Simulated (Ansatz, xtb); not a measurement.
**Ligand exchange: SnH3Br + H2 → SnH4 + HBr**

Species: SnH3Br `[Br][SnH3]`, singlet; H2, singlet; SnH4 `[SnH4]`, singlet; HBr (hydrogen bromide), singlet. The partners trade Br for H: Sn–Br and H–H bonds give way to Sn–H and H–Br.

Shapes, held fixed at every level: PBE0-D4/def2-TZVP. Programs: Ansatz 0.2.0, xtb 6.7.1. The zero-point and thermal change to 298 K, harmonic and unscaled (PBE0-D4/def2-TZVP), is +0.6 kJ/mol.

```json
{"level": "GFN1-xTB", "kind": "semi-empirical", "ΔH(298 K) (kJ/mol)": "-2.1", "less CCSD(T)/def2-TZVPP": "-78.9"}
{"level": "HF/def2-TZVPP", "kind": "Hartree–Fock", "ΔH(298 K) (kJ/mol)": "+83.3", "less CCSD(T)/def2-TZVPP": "+6.5"}
{"level": "SPW92/def2-TZVPP", "kind": "LDA", "ΔH(298 K) (kJ/mol)": "+70.3", "less CCSD(T)/def2-TZVPP": "-6.5"}
{"level": "BHLYP-D4/def2-TZVPP", "kind": "global hybrid", "ΔH(298 K) (kJ/mol)": "+88.3", "less CCSD(T)/def2-TZVPP": "+11.5"}
{"level": "wB97X-V/def2-TZVPP", "kind": "range-separated hybrid", "ΔH(298 K) (kJ/mol)": "+83.2", "less CCSD(T)/def2-TZVPP": "+6.4"}
{"level": "MP2/def2-TZVPP", "kind": "perturbation theory", "ΔH(298 K) (kJ/mol)": "+87.3", "less CCSD(T)/def2-TZVPP": "+10.5"}
{"level": "CCSD/def2-SVP", "kind": "coupled cluster or CI", "ΔH(298 K) (kJ/mol)": "+68.8", "less CCSD(T)/def2-TZVPP": "-8.0"}
{"level": "CCSD/def2-TZVPP", "kind": "coupled cluster or CI", "ΔH(298 K) (kJ/mol)": "+74.9", "less CCSD(T)/def2-TZVPP": "-1.9"}
{"level": "CCSD(T)/def2-TZVPP", "kind": "coupled cluster or CI", "ΔH(298 K) (kJ/mol)": "+76.8", "less CCSD(T)/def2-TZVPP": "0.0"}
```

The highest level, CCSD(T)/def2-TZVPP, gives ΔH(298 K) = +76.8 kJ/mol; the levels span -2.1 to +88.3. They disagree on the sign: 8 of 9 are positive. GFN1-xTB strays far from the other rows. The column of differences is taken from that level and isn't an error. No measured value is set beside it here. For atoms past krypton def2 sets carry core potentials with scalar relativity. Relativity is left out for Br. Outer-core shells of Br, Sn are correlated in most correlated rows, in sets that cover them unevenly.

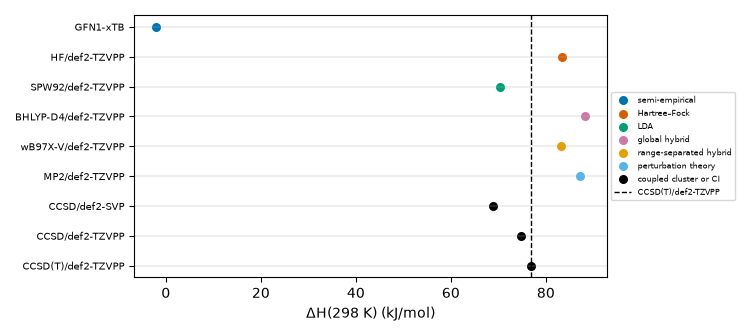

The values of the table, level by level.
